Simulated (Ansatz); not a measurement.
# H$_{3}$O···CH$_{6}$Si (charge +1): what the fields show

Input file:

```
crystal:
  periodic: [false, false, false]
  atoms:
    - {symbol: O, position_ang: [0.689170, 0.017953, -2.610109]}
    - {symbol: H, position_ang: [0.250789, -0.065284, -1.615198]}
    - {symbol: H, position_ang: [0.204444, 0.627081, -3.192101]}
    - {symbol: H, position_ang: [0.818420, -0.841977, -3.044342]}
    - {symbol: C, position_ang: [-0.891472, -0.159850, 2.041614]}
    - {symbol: Si, position_ang: [0.371454, 0.232425, 0.754492]}
    - {symbol: H, position_ang: [-1.124567, -1.225742, 2.056177]}
    - {symbol: H, position_ang: [-1.810268, 0.406433, 1.880965]}
    - {symbol: H, position_ang: [-0.488983, 0.114348, 3.021095]}
    - {symbol: H, position_ang: [1.608067, -0.579102, 0.771648]}
    - {symbol: H, position_ang: [0.664992, 1.664915, 0.530717]}
    - {symbol: H, position_ang: [-0.291847, -0.191200, -0.594761]}
basis:
  gaussian: {orbitals: "def2-TZVPPD.json"}
total_charge: 1
hamiltonian: {xc: pbe0, dispersion: d4}
output: {orbitals: {seedname: orbitals}}
```

Launched as:

```sh
ansatz run in.yaml --threads 4 --pin off --events-out ev --progress --plain --max-ram 9574MiB
```

Geometry: PBE0-D4/def2-TZVP.

All numbers below come from RKS PBE0-D4/def2-TZVPPD in Ansatz 0.2.0.

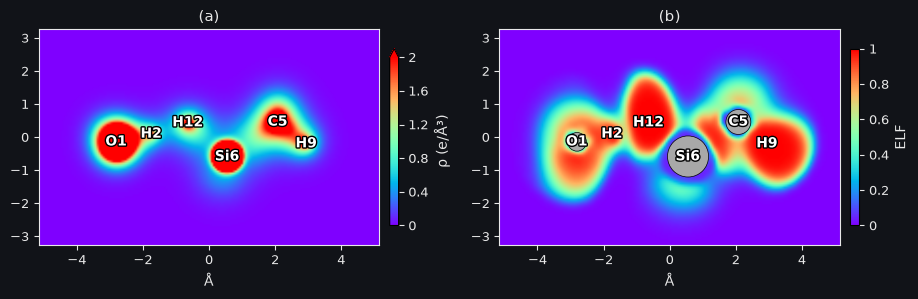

Figure 1. (a) electron density; (b) electron localisation function on the plane of atoms Si6, C5 and H9. Grey discs cover the atomic cores in the ELF map.

What does the map show?

The section cuts through O, H, C and Si sites. H2···H12 (1.16 Å): the density falls to about 0.55 e/Å³ on the way; the ELF is about 0.85 at the midpoint and 0.65 at its lowest between the atoms. C–Si (1.85 Å): ρ is about 1 e/Å³ halfway; the ELF peaks at about 0.95 between the atoms; a shared electron pair. C–H (1.09 Å): the density is about 2 e/Å³ at the midpoint; the ELF climbs to about 1 towards the hydrogen, as it does in any bond to H: an ordinary covalent bond to hydrogen. The ELF also peaks beside O1, away from the bonds: lone-pair regions.

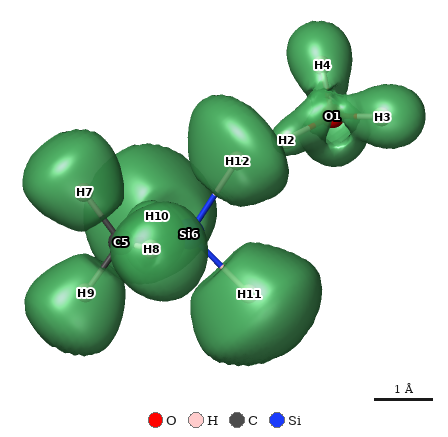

Figure 2. Isosurface of the electron localisation function at 0.8 (green), seen at an oblique angle. Core shells and regions of very low density are left out.

What do the ELF domains correspond to?

At this value the surface marks out one region between bonded C–Si atoms (shared pairs), six regions around hydrogen nuclei and one joined region spread over several atoms (H, O), in which their bonds and any lone pairs are merged.

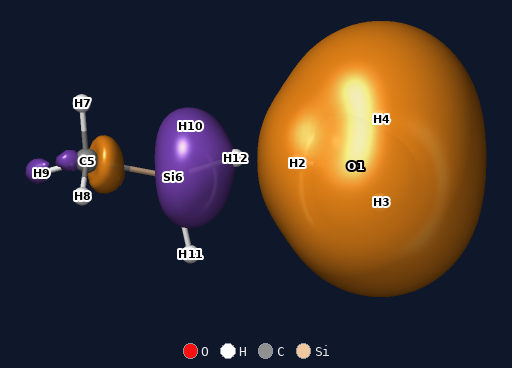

Figure 3. The LUMO at ±0.08 Å⁻³ᐟ² (orange and purple are the two phases), seen from one side.

Describe this orbital and give its energy.

Its weight (Hirshfeld) is mainly on H3 (about 30 %), H4 (about 30 %), O1 (about 20 %), Si6 (about 10 %) and H2 (about 10 %). Its energy is −5.61 eV.
